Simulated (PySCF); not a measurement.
System: C$_{3}$H$_{6}$O$_{4}$SSi.

```yaml
atoms:
  - { symbol: C, position_ang: [-0.7877, -1.7553, 1.8804] }
  - { symbol: S, position_ang: [-0.0288, -0.0954, 1.9411] }
  - { symbol: Si, position_ang: [-0.3831, 0.5254, -0.0555] }
  - { symbol: O, position_ang: [0.4915, 1.9281, -0.1068] }
  - { symbol: C, position_ang: [0.5106, 2.7158, -1.1606] }
  - { symbol: O, position_ang: [-0.1421, 2.5568, -2.1440] }
  - { symbol: C, position_ang: [0.3992, -0.7690, -1.2424] }
  - { symbol: O, position_ang: [0.0472, -1.9200, -1.3263] }
  - { symbol: O, position_ang: [1.4288, -0.2816, -1.9316] }
  - { symbol: H, position_ang: [-0.4596, -2.2832, 2.7687] }
  - { symbol: H, position_ang: [-1.8673, -1.6548, 1.8854] }
  - { symbol: H, position_ang: [-0.4603, -2.2765, 0.9883] }
  - { symbol: H, position_ang: [-1.7879, 0.7261, -0.3793] }
  - { symbol: H, position_ang: [1.2098, 3.5531, -1.0069] }
  - { symbol: H, position_ang: [1.8253, -0.9612, -2.5054] }
```

Geometry: GFN2-xTB.

The calculation used PySCF 2.14.0, PBE0/pcSseg-1, SCF density, gas phase, non-relativistic.

Question: Predict the electron density and electron localisation function between the atoms.

Answer: C–O (1.19 Å): ρ is about 3.4 e/Å³ halfway; the ELF peaks at about 0.85 between the atoms (a short, multiple covalent bond).
Si–O (1.65 Å): the density is about 1.1 e/Å³ at the midpoint; the ELF peaks at about 0.90 between the atoms (a shared but strongly polarised pair).
C–S (1.83 Å): the density is about 1.2 e/Å³ at the midpoint; the ELF peaks at about 0.90 between the atoms (localised, covalent bonding).
Si–S (2.12 Å): the density is about 0.89 e/Å³ at the midpoint; the ELF peaks at about 0.95 between the atoms: a covalent bond.

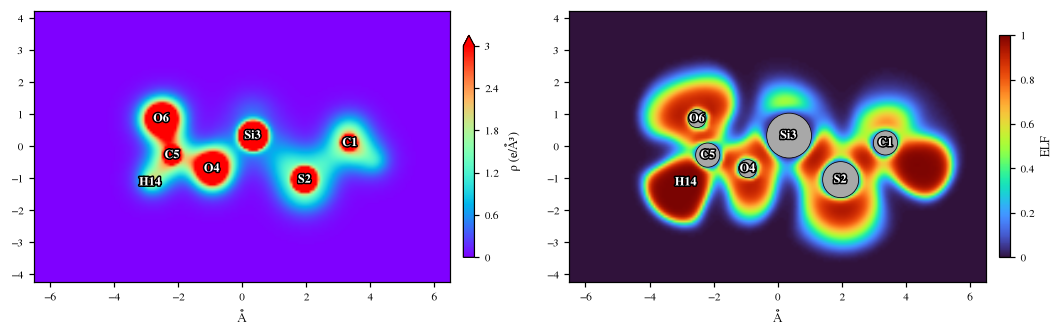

Computed electron density and electron localisation function on the plane of atoms Si3, O4 and C5, in this order. Grey discs cover the atomic cores in the ELF map. 
